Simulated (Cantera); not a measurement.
Feed: 1 mol Pb, 0.015 mol O₂, 87 mol H₂, at 1.40 bar.

Equilibrium computed with Cantera from the NASA thermochemical tables; the gas is ideal and each condensed phase is pure. Candidate condensed phases: H₂O, Pb, PbO, PbO₂, Pb₃O₄; 12 gas species. Kinetics and transport are ignored.

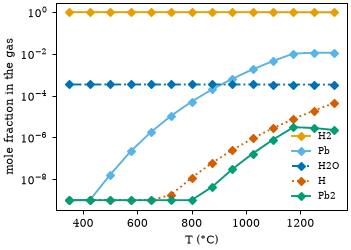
Figure: Equilibrium gas composition (values under 1e-9 drawn at 1e-9)

From 350 °C to 1175 °C the condensed part is Pb(l). From 1250 °C to 1325 °C nothing is condensed.
